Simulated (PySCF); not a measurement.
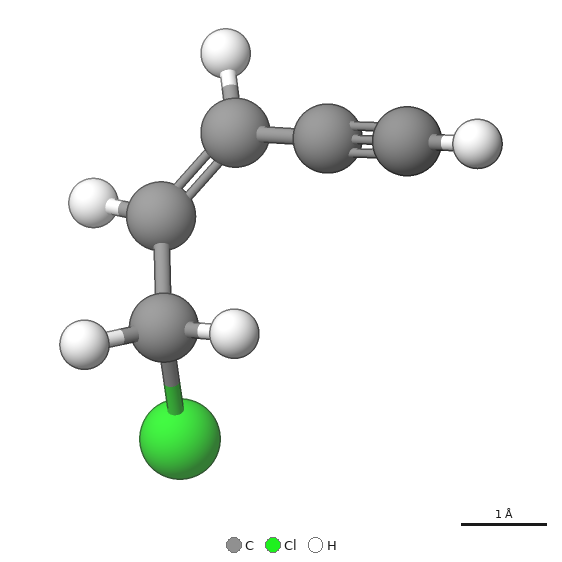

Rendered structure (ball-and-stick style). Multiple sticks mark multiple bonds (one Kekulé form).

The geometry was computed by an optimisation with PBE0-D3(BJ)/def2-SVP. No frequency run is at hand to confirm it as a minimum.

> Which formula does it have?

C₅H₅Cl, 11 atoms: 5 carbon, 5 hydrogen and 1 chlorine.

> What is its SMILES?

C#C/C=C\CCl

> Count the bonded pairs by element.

5 C–H, 4 C–C, 1 C–Cl.

> Name some functional groups or characteristic bonds that it holds.

Among them: alkene, alkyne, C–Cl bond.

The parts below concern this one geometry. Atoms keep their numbers from picture to picture.

## Symmetry

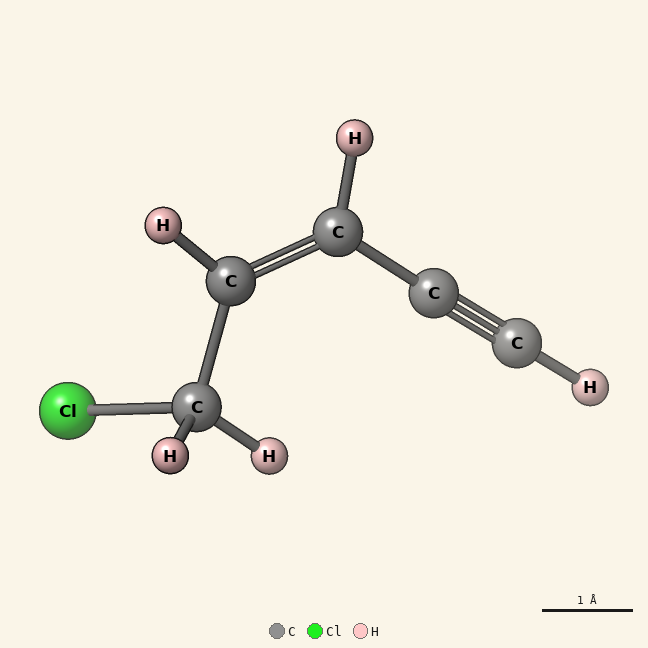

Atoms fade into the background with distance from the viewer. No frequency run is at hand to confirm it as a minimum. Masses are those of the most abundant isotopes; constants are for the rigid equilibrium geometry.

> What kind of rotor is it, and what are its rotational constants in cm⁻¹?

An asymmetric top (C1): A = 0.222, B = 0.0452, C = 0.0401 cm⁻¹. Ray's parameter κ is −0.94, close to the prolate limit.

## NMR shielding

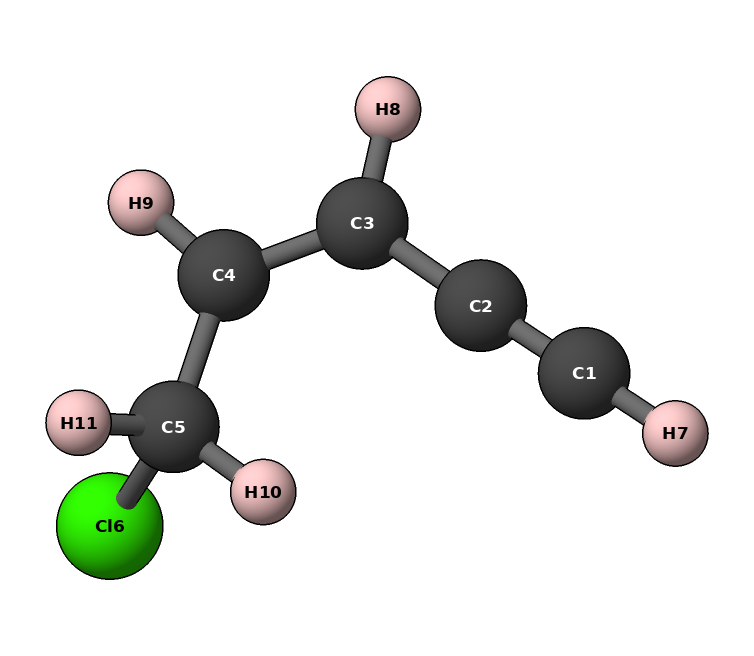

The questions are on isotropic NMR shieldings of the H atoms. No frequency run is at hand to confirm it as a minimum. Properties computed with GIAO PBE0/pcSseg-1 NMR shielding, non-relativistic, IEF-PCM tetrahydrofuran (PySCF 2.14.0).

> Which H atom is the most shielded (lowest chemical shift)?

H7 (27.39 ppm).

> Which H atom is the least shielded (highest chemical shift)?

H9 (24.87 ppm).

> How wide is the range of H shifts?

2.52 ppm.

List the isotropic NMR shieldings of the H atoms.

```tsv
atom	σ (ppm)
H7	27.39
H8	25.34
H9	24.87
H10	26.58
H11	27.05
```

## Electronic properties

No frequency run is at hand to confirm it as a minimum. Level of theory: B3LYP/def2-SVPD in tetrahydrofuran (IEF-PCM) (PySCF 2.14.0). Excitations: vertical, linear response.

> Give the brightest of the 6 lowest singlets at this level.

5.16 eV.

> Give the dipole moment at this level.

2.29 D.

> Give the lowest vertical singlet excitation at this level.

5.07 eV.

> What is the HOMO energy (Kohn–Sham orbital)?

−7.03 eV.

## Polarisability

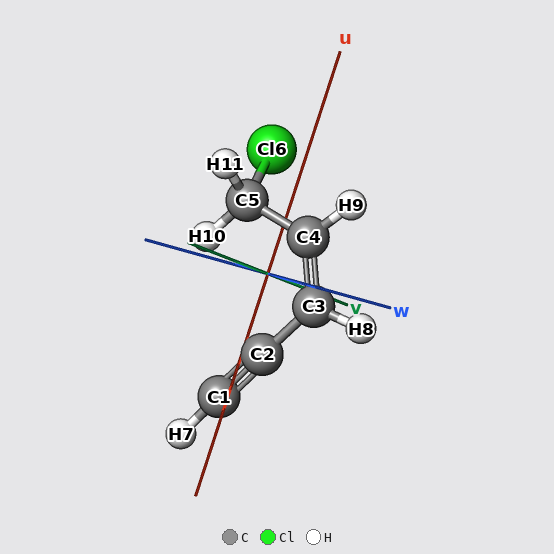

The lines u, v and w are the principal axes of the static dipole polarisability. No frequency run is at hand to confirm it as a minimum. Level of theory: B3LYP/def2-SVPD in tetrahydrofuran (IEF-PCM) (PySCF 2.14.0).

> Along which axis is the molecule most polarisable, and along which least?

Most along u (close to the long direction C1···Cl6), least along v.

> Give the three principal values.

u 143.5, v 71.0, w 89.6 bohr³; mean 101.4, anisotropy 65.2 bohr³.

## Quadrupole coupling

No frequency run is at hand to confirm it as a minimum. Electric field gradients from the ground-state density, PBE0/pcSseg-1 in acetone (IEF-PCM) (PySCF 2.14.0), non-relativistic apart from any core potentials.

Give the largest field-gradient component, the quadrupole coupling constant and the asymmetry for 35Cl at Cl6 (Q = −81.7 mb).

```tsv
atom	V_zz (a.u.)	e²qQ/h (MHz)	η
Cl6	3.878	−74.4	0.03
```
